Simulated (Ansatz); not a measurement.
Input file:

```
crystal:
  periodic: [false, false, false]
  atoms:
    - { symbol: F, position_ang: [3.0425, 0.6019, -0.1571] }
    - { symbol: C, position_ang: [1.8081, 0.2528, 0.2896] }
    - { symbol: C, position_ang: [0.9971, -0.4747, -0.4847] }
    - { symbol: C, position_ang: [-0.3652, -0.8972, -0.0198] }
    - { symbol: Ge, position_ang: [-1.5693, 0.6346, 0.0618] }
    - { symbol: H, position_ang: [1.4938, 0.5708, 1.2791] }
    - { symbol: H, position_ang: [1.3427, -0.7963, -1.4628] }
    - { symbol: H, position_ang: [-0.2992, -1.3752, 0.9806] }
    - { symbol: H, position_ang: [-0.7859, -1.6337, -0.7358] }
    - { symbol: H, position_ang: [-2.976, 0.1589, 0.5058] }
    - { symbol: H, position_ang: [-1.6615, 1.2907, -1.3394] }
    - { symbol: H, position_ang: [-1.0272, 1.6674, 1.0826] }
basis:
  gaussian:
    orbitals: def2-SVP
hamiltonian:
  xc: cam_b3lyp
output:
  orbitals: {}
  forces: true
```

Not at a stationary point (largest force 1.7 eV/Å).

Computed with Ansatz 0.2.0, SCF cam_b3lyp, Gaussian basis.

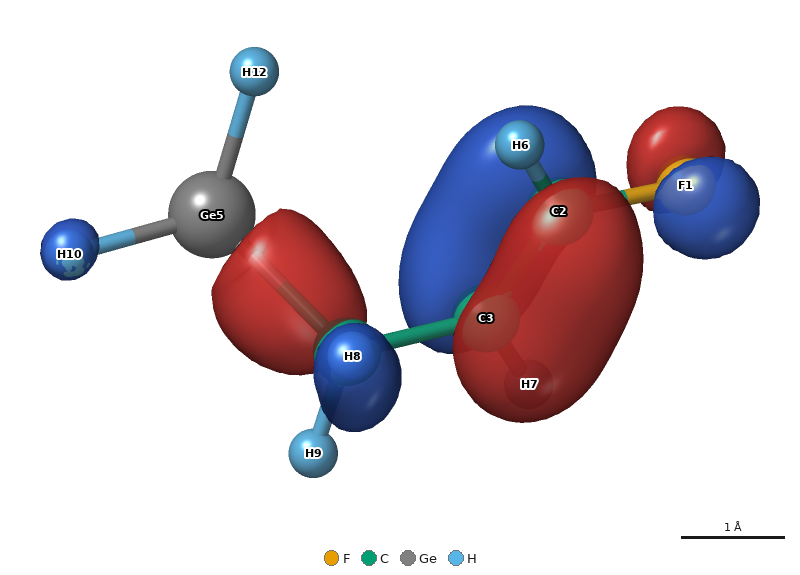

C3H7FGe (SMILES F/C=C/[CH2][GeH3]). The HOMO at ±0.15 Å⁻³ᐟ² (red and blue are the two phases), seen across its widest extent.

Question: Describe this orbital and give its energy.

Answer: It lies mainly on C2 (about 30 %), C3 (about 30 %), F1 (about 10 %), C4 (about 10 %) and Ge5 (about 10 %). Its energy is −8.20 eV.
